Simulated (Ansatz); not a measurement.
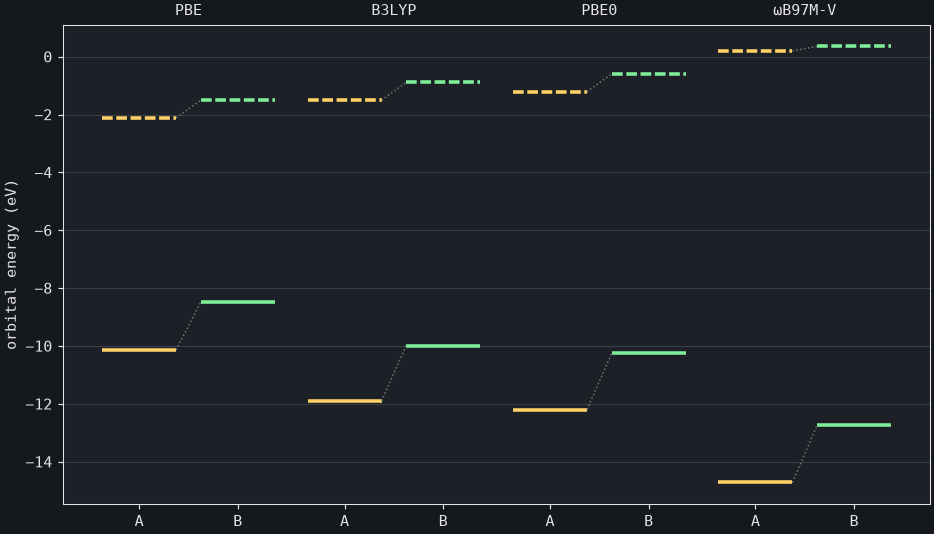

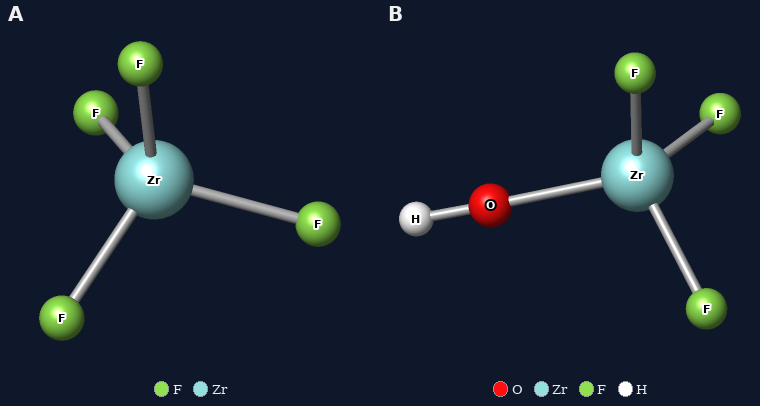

One change: A, ZrF₄ (SMILES [F][Zr]([F])([F])[F]), becomes B, ZrHOF₃ (SMILES [OH][Zr]([F])([F])[F]). F on Zr is replaced by OH. HOMO (solid) and LUMO (dashed) computed in def2-TZVPP at PBE0-D4/def2-TZVP geometries, both minima by their frequencies, gas phase, the Ansatz code 0.2.0. Empty levels above zero depend strongly on the basis.

Question: What does the change do to HOMO and LUMO?

Answer: PBE: the HOMO rises by 1.65 eV, the LUMO rises by 0.60 eV, and the separation goes from 8.03 to 6.98 eV. B3LYP: the HOMO rises by 1.92 eV, the LUMO rises by 0.62 eV, and the separation goes from 10.40 to 9.09 eV. PBE0: the HOMO rises by 1.94 eV, the LUMO rises by 0.62 eV, and the separation goes from 10.99 to 9.66 eV. ωB97M-V: the HOMO rises by 1.98 eV, the LUMO rises by 0.16 eV, and the separation goes from 14.92 to 13.09 eV.

Question: Do the functionals agree on the effect?

Answer: They agree on the direction for both levels; the HOMO shift lies between 1.65 and 1.98 eV and the LUMO shift between 0.16 and 0.62 eV, while the separations themselves differ by up to 6.9 eV between functionals.

Caveats: core potentials past krypton.
